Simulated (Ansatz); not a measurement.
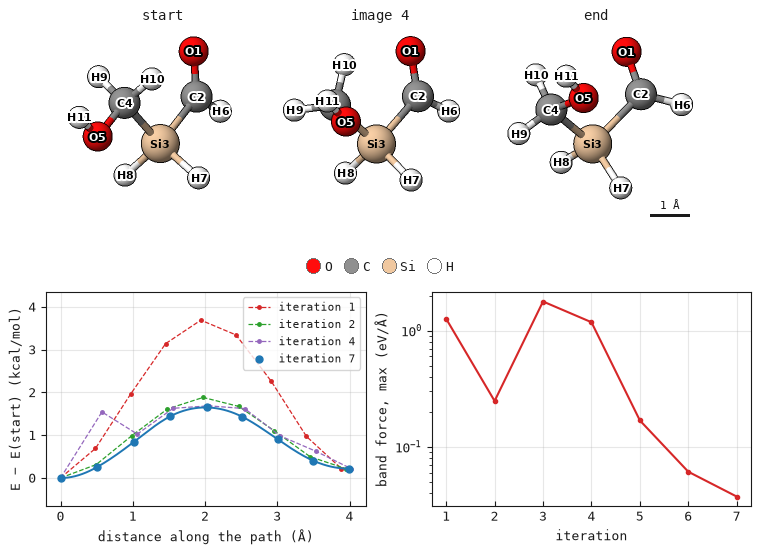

NEB run on C2H6O2Si. Images are numbered from 0 (start) to 8 (end). The plot follows the band through its iterations. The picture is a ball-and-stick view, seen from a free direction.

Theory: Ansatz, RHF/cc-pVDZ.

Input file:
```yaml
crystal:
  periodic: [false, false, false]
  atoms:
    - { symbol: O, position_ang: [-1.112933, 2.145829, 0.372036] }
    - { symbol: C, position_ang: [0.022353, 2.036206, 0.018451] }
    - { symbol: Si, position_ang: [0.804804, 0.281216, -0.233155] }
    - { symbol: C, position_ang: [-0.552532, -0.981283, 0.159549] }
    - { symbol: O, position_ang: [0.000382, -2.265001, -0.026045] }
    - { symbol: H, position_ang: [0.620836, 2.953978, -0.162829] }
    - { symbol: H, position_ang: [1.970906, 0.153907, 0.680437] }
    - { symbol: H, position_ang: [1.278733, 0.176455, -1.638459] }
    - { symbol: H, position_ang: [-1.411456, -0.806351, -0.497687] }
    - { symbol: H, position_ang: [-0.902044, -0.830545, 1.18685] }
    - { symbol: H, position_ang: [-0.653849, -2.921311, 0.161254] }
basis:
  gaussian: { orbitals: cc-pVDZ }
hamiltonian:
  xc: hf
neb:
  order_check: false
  images: 7
  f_tol: 0.05
  max_iterations: 10
  initial_path: idpp
  final_atoms:
    - { symbol: O, position_ang: [-1.09024528, 2.06256224, 0.43458306] }
    - { symbol: C, position_ang: [0.08250411, 1.84497926, 0.41450596] }
    - { symbol: Si, position_ang: [0.74725692, 0.31027499, -0.56585804] }
    - { symbol: C, position_ang: [-0.43787079, -1.13140938, -0.23184459] }
    - { symbol: O, position_ang: [-0.26663349, -1.47871012, 1.12478913] }
    - { symbol: H, position_ang: [0.77123366, 2.53502547, 0.94473391] }
    - { symbol: H, position_ang: [2.13462245, -0.00612885, -0.13890354] }
    - { symbol: H, position_ang: [0.74171904, 0.67713557, -2.00866299] }
    - { symbol: H, position_ang: [-0.22568657, -1.97683438, -0.89661719] }
    - { symbol: H, position_ang: [-1.45953453, -0.79465882, -0.43790724] }
    - { symbol: H, position_ang: [-0.93216551, -2.09913598, 1.38158353] }
```

Command:
```bash
ansatz run input.yaml --threads 1 --pin off --max-ram 2048MiB --backend cpu --events-out ev --progress --plain --runs-dir out
```

How did the profile develop, and is the result final?

The run is converged, with reservations. The band converged in 7 iterations. The largest component of the band force went from 1.3 to 0.037 eV/Å. The climbing image converged on the top of the path. Its curvatures weren't checked. The iteration limit was low. The first iteration put the highest image at 3.69 kcal/mol. The highest point, image 4, lies 1.65 kcal/mol above the start and 1.43 kcal/mol above the end; the end is at +0.22 kcal/mol relative to the start.

The run took 110 s on 1 thread of Arm Neoverse V2, on a shared host, peak memory 0.2 GiB.
